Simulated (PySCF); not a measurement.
C$_{4}$H$_{8}$FNSi$_{2}$

The calculation's input:

```
{"job": {"kind": "uv", "xc": "CAM-B3LYP", "basis": "def2-SVPD", "nstates": 8, "ntriplets": 3}, "charge": 0, "multiplicity": 1}
C      1.357118     2.505159     1.227728
C      0.984880     1.425937     0.855327
Si     0.425620    -0.239055     0.286181
F     -0.123646    -1.017406     1.608395
C     -0.964570    -0.211757    -0.989514
Si    -2.588866     0.543983    -0.354441
N      1.825328    -0.959479    -0.413053
C      2.511039    -1.966466    -0.143987
H      1.682273     3.450945     1.554178
H     -0.622865     0.346316    -1.859645
H     -1.159397    -1.227224    -1.335590
H     -2.335401     1.896872     0.144944
H     -3.153810    -0.287303     0.708450
H     -3.532098     0.600781    -1.477148
H      2.318076    -2.646987     0.690103
H      3.368721    -2.205371    -0.768572
```

Run with:

```sh
OMP_NUM_THREADS=1 python probes_run.py task.json out
```

Geometry: GFN2-xTB.

Theory: CAM-B3LYP/def2-SVPD, SCF density, gas phase (PySCF).

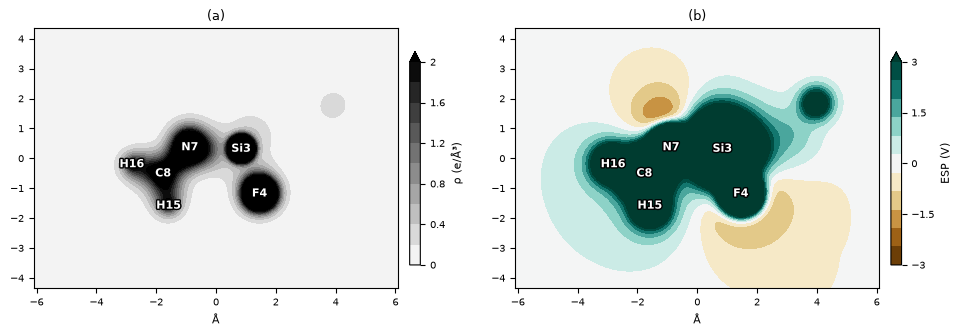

Figure 1. (a) total electron density; (b) molecular electrostatic potential on the plane of atoms N7, C8 and H16.

Question: Interpret the plot.

Answer:
- The plane passes through Si, F, N, C and H nuclei.
- C–N (1.25 Å): ρ is about 2.9 e/Å³ halfway.
- Si–F (1.63 Å): ρ is about 1 e/Å³ halfway.
- Si–N (1.72 Å): ρ at the midpoint is about 1.1 e/Å³.
- Outside the dense part of the molecule the potential is most negative (−1.8 V) near N7.

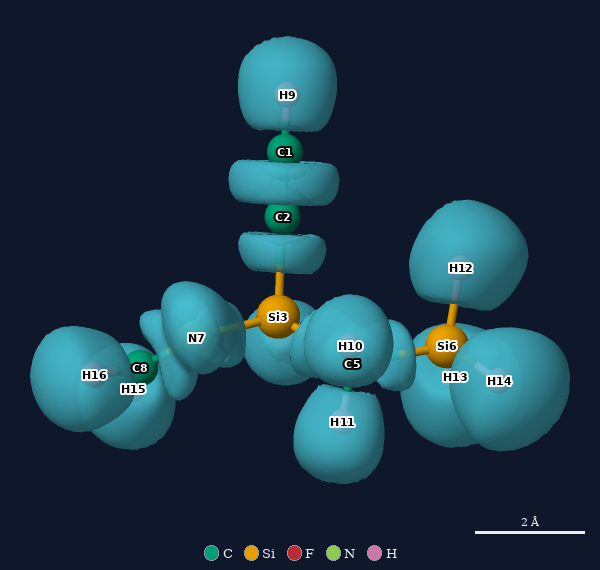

Figure 2. Isosurface of the ELF at 0.75 (cyan), seen across its widest extent. Only the valence region is drawn (cores and ρ < 0.01 e/Å³ removed).

Question: Where are the electrons localised?

Answer: The ELF exceeds this value in one region between bonded C–C atoms (shared pairs), one region between bonded C–Si atoms (shared pairs), eight regions around hydrogen nuclei, one region on C in which the atom's valence shell and bonds are merged, one region on N in which the atom's valence shell and bonds are merged and one region wrapped around F (its lone pairs, merged into a ring or cap).


C–C (1.20 Å): the ELF peaks at about 0.85 between the atoms: a multiple bond. C–N (1.25 Å): the ELF peaks at about 0.90 between the atoms; a multiple bond.

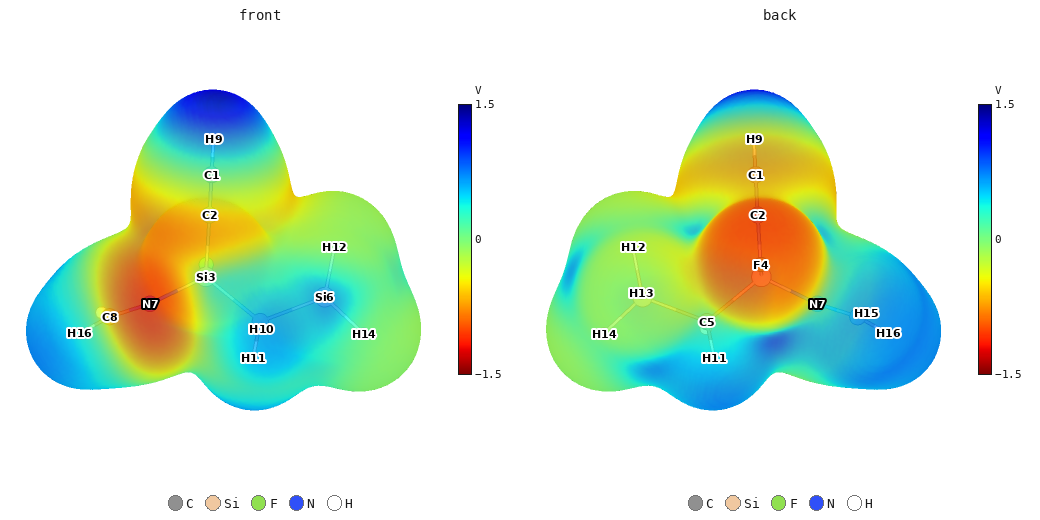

Figure 3. The electrostatic potential painted on the density surface at 0.001 e/bohr³, seen from the front and from behind; the colour scale runs from red (negative) to blue (positive).

Question: Which sites attract a positive test charge, and which a negative one?

Answer: A positive charge is drawn to the negative regions and a negative charge to the positive ones. The most negative region (about −1.1 V) lies over F4 and N7, the most positive (about +1.3 V) over H9.

Question: How polar is the molecule by this calculation?

Answer: Its dipole moment is 1.40 D.
